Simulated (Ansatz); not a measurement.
# GaNH2ClF (SMILES [NH2][Ga]([F])[Cl]) at CCSD/6-31G(d) (spherical functions)

Aim: the vertical singlet–triplet gap of GaNH2ClF at CCSD/6-31G* (spherical functions), from 2 runs. 

The calculation is run with Ansatz 0.2.0.

128 further runs of the same task are left out: 128 set aside as unsound or not needed.

## 1. Starting point

The species is GaNH2ClF (6 atoms), meant as a singlet with charge 0. As SMILES, `[NH2][Ga]([F])[Cl]`. The coordinates come from a PBE0-D4/def2-TZVP relaxation.

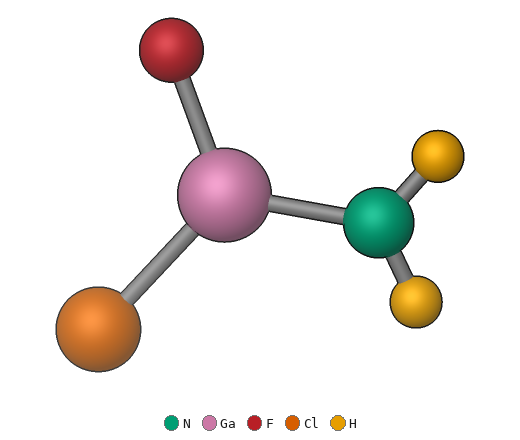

The structure, seen from a chosen angle (nitrogen teal, gallium pink, fluorine red, chlorine orange, hydrogen amber).

## 2. A single-point energy at CCSD/6-31G(d) (spherical functions)

Contents of run.yaml:

```yaml
crystal:
  periodic: [false, false, false]
  atoms:
    - {symbol: N, position_ang: [-0.193400, 1.027000, -0.045900]}
    - {symbol: Ga, position_ang: [0.233000, -0.711000, 0.012900]}
    - {symbol: F, position_ang: [1.569300, -1.221300, 1.009300]}
    - {symbol: Cl, position_ang: [-0.740100, -2.208600, -1.123700]}
    - {symbol: H, position_ang: [0.201900, 1.691500, 0.596800]}
    - {symbol: H, position_ang: [-1.028600, 1.358600, -0.495600]}
basis:
  gaussian:
    orbitals: 6-31G_st_-spherical.json
correlation:
  method: ccsd
  frozen_orbitals: {Cl: 5, F: 1, Ga: 9, H: 0, "N": 1}
accuracy: high
scf:
  omitted_lower_state_checks: [cluster_reference, increment]
```

The basis set 6-31G* is read from a file made from the Basis Set Exchange's data (not shown).

On the command line:

```sh
$ ansatz run run.yaml --threads 1 --pin off --max-ram 3480MiB --events-out events.jsonl --progress --plain --runs-dir runs
```

Output, cut to the lines that bear on the results:

```text
Warning: RAYON_NUM_THREADS=1 ignored (pool sized by the plan → 1); use --threads N
Functional definition: HF
  name "HF"
[...]
1713 factors; integrals over basis functions are off by at most 4.7e-9 eV
[...]
mean field -69052.04486875 eV, -2537.6158437694 hartree, gradient 1.2e-8 eV, S^2 0.000000; 0 other end points of the search recorded, 0 dependent functions left out
16 core orbitals not correlated: weight in the atoms' cores, before any rotation towards them, 1.000 or more for the frozen orbitals, at most 0.000 for the correlated occupied ones
reference -69052.04486875 eV, -2537.6158437694 hartree; 17, 17 occupied and 49, 49 virtual orbitals, 1713 factors
second order -19.11642473 eV of doubles, -0.00000000 eV of singles
cycle   1  -18.67486544 eV  change    4.4e-1 eV  update   1.1e-1
[...]
cycle  22  -19.25721858 eV  change    2.6e-9 eV  update   1.3e-9
Total energy: -69071.30208733 eV, -2538.3235334991 hartree
Checks for a lower state left out: cluster_reference, increment
```

Wall time 14 s (1 thread of Arm Neoverse V1, shared host); peak memory 0.37 GiB.

## 3. The triplet

Contents of in.yaml:

```yaml
crystal:
  periodic: [false, false, false]
  atoms:
    - {symbol: "N", position_ang: [-0.193400, 1.027000, -0.045900]}
    - {symbol: Ga, position_ang: [0.233000, -0.711000, 0.012900]}
    - {symbol: F, position_ang: [1.569300, -1.221300, 1.009300]}
    - {symbol: Cl, position_ang: [-0.740100, -2.208600, -1.123700]}
    - {symbol: H, position_ang: [0.201900, 1.691500, 0.596800]}
    - {symbol: H, position_ang: [-1.028600, 1.358600, -0.495600]}
basis:
  gaussian:
    orbitals: 6-31G_st_-spherical.json
magnetization:
  spin_polarized: true
  initial_magnetization: 2
correlation:
  method: ccsd
  frozen_orbitals: {Cl: 5, F: 1, Ga: 9, H: 0, "N": 1}
accuracy: high
scf:
  omitted_lower_state_checks: [cluster_reference, increment]
```

The basis set 6-31G* is read from a file made from the Basis Set Exchange's data (not shown).

On the command line:

```sh
$ ansatz run in.yaml --threads 1 --pin off --max-ram 3480MiB --events-out events.jsonl --progress --plain --runs-dir runs
```

Output, cut to the lines that bear on the results:

```text
Warning: RAYON_NUM_THREADS=1 ignored (pool sized by the plan → 1); use --threads N
Functional definition: HF
  name "HF"
[...]
1713 factors; integrals over basis functions are off by at most 4.7e-9 eV
[...]
mean field -69047.24274766 eV, -2537.4393690746 hartree, gradient 1.7e-8 eV, S^2 2.012352; 5 other end points of the search recorded, 0 dependent functions left out
16 core orbitals not correlated: weight in the atoms' cores, before any rotation towards them, 1.000 or more for the frozen orbitals, at most 0.000 for the correlated occupied ones
reference -69047.24274766 eV, -2537.4393690746 hartree; 18, 16 occupied and 48, 50 virtual orbitals, 1713 factors
second order -18.25002825 eV of doubles, -0.00000000 eV of singles
cycle   1  -17.97525155 eV  change    2.7e-1 eV  update   1.2e-1
[...]
cycle  35  -18.64372847 eV  change   -1.3e-9 eV  update   3.7e-9
Total energy: -69065.88647613 eV, -2538.1245134587 hartree
Checks for a lower state left out: cluster_reference, increment
```

Wall time 71 s (1 thread of Arm Neoverse V1, shared host); peak memory 0.71 GiB.

## 4. Summary of results

At CCSD/6-31G* (spherical functions), 16 core orbitals frozen:

| quantity | value |
| --- | --- |
| singlet: total energy | -2538.32353 Eh |
| singlet: correlation energy (16 core orbitals frozen) | -707.7 mEh |
| singlet: T1 diagnostic | 0.013 |
| triplet: total energy | -2538.12451 Eh |
| triplet: correlation energy (16 core orbitals frozen) | -685.1 mEh |
| triplet: ⟨S²⟩ of the reference determinant | 2.012 |
| triplet: T1 diagnostic | 0.038 |
| vertical energy of the triplet above the singlet | 5.416 eV |

In words: At this shape the triplet lies 5.42 eV (125 kcal/mol) above the singlet.
